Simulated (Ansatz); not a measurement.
The calculation's input:

```
crystal:
  lattice:
    - [4.4266194001, 0.0, 0.0]
    - [-2.2133097, 3.8335648533, 0.0]
    - [0.0, 0.0, 5.3659423236]
  atoms:
    - { symbol: Si, position: [0.0, 0.0, 0.0] }
    - { symbol: Mo, position: [0.6666666667, 0.3333333333, 0.831023659] }
    - { symbol: Mo, position: [0.3333333333, 0.6666666667, 0.6714707248] }
    - { symbol: Mo, position: [0.3333333333, 0.6666666667, 0.168976341] }
    - { symbol: Mo, position: [0.6666666667, 0.3333333333, 0.3285292752] }
    - { symbol: Mo, position: [0.0, 0.0, 0.5] }
basis:
  ecutwfc: 420
kpoints:
  mp_grid: { grid: [12, 12, 6] }
  band_path:
    path:
      - [[0.0, 0.0, 0.0], [0.5, 0.0, 0.0], [0.33333333, 0.33333333, 0.0], [0.0, 0.0, 0.0], [0.0, 0.0, 0.5], [0.5, 0.0, 0.5], [0.33333333, 0.33333333, 0.5], [0.0, 0.0, 0.5]]
      - [[0.5, 0.0, 0.5], [0.5, 0.0, 0.0]]
      - [[0.33333333, 0.33333333, 0.5], [0.33333333, 0.33333333, 0.0]]
    npoints: 14
hamiltonian:
  xc: pbe
scf:
  occupations: { method: gaussian, width: 0.1 }
  n_extra_bands: 15
output:
  forces: true
  stress: true
  eigenvalues: true
  populations: true
  dos: { projected: true, de: 0.02, nscf_kmesh: { grid: [15, 15, 8] } }
  bader: true
  write_density: true
  write_potential: true
  elf: true
  volumetric_format: npy
```

Launched as:

```sh
ansatz run input.yaml --threads 1 --pin off --max-ram 2560MiB --backend cpu --events-out ev --progress --plain --runs-dir out
```

Below, planes, directions and counts refer to the conventional cell (a = 4.43 Å, b = 4.43 Å, c = 5.37 Å, α = 90.00°, β = 90.00°, γ = 120.00°).

Space group P-3m1; a generated structure, not necessarily the stable one; computed without spin polarisation.

Theory: DFT PBE, scalar-relativistic, plane waves, PAW (Ansatz 0.2.0).

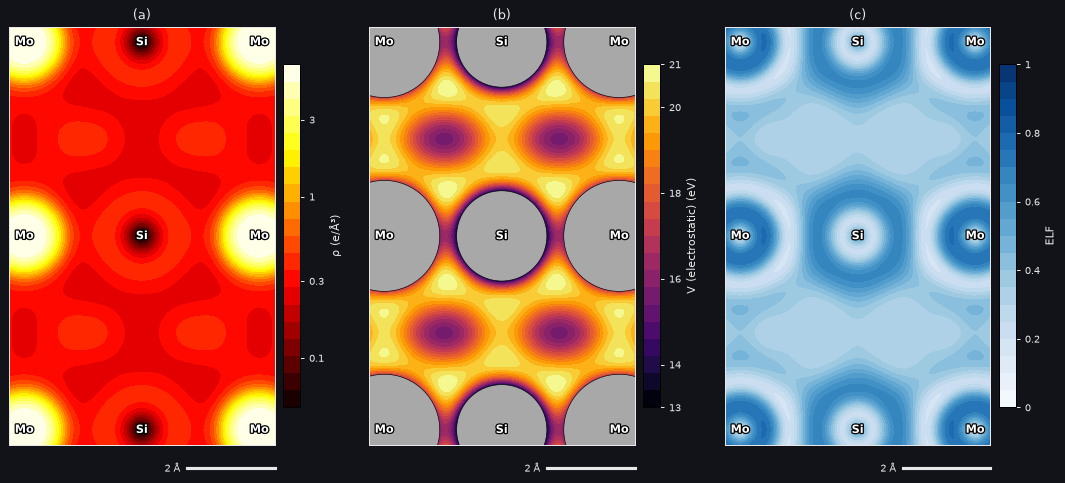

SiMo₅. (a) valence pseudo-density; (b) electrostatic potential energy of an electron; (c) electron localisation function on the (11̄0) plane of the conventional cell. Grey discs cover the atomic cores in the potential map.

> What do the fields say about this system?

- Atoms in the plane: Si and Mo.
- Si–Mo (2.68 Å): the density is about 0.33 e/Å³ at the midpoint; the ELF peaks at about 0.65 in the valence shell of Si, 0.9 Å from its nucleus, and is about 0.35 at the midpoint.
- Between the atoms the lowest density in this plane is 0.24 e/Å³.
- The features right at Mo lie inside the PAW spheres, where the map follows smoothed inner orbitals and isn't to be read closely.
- Outside the cores the potential energy rises away from the atoms and is highest about 1.6 Å from the nearest atoms; its zero is arbitrary.
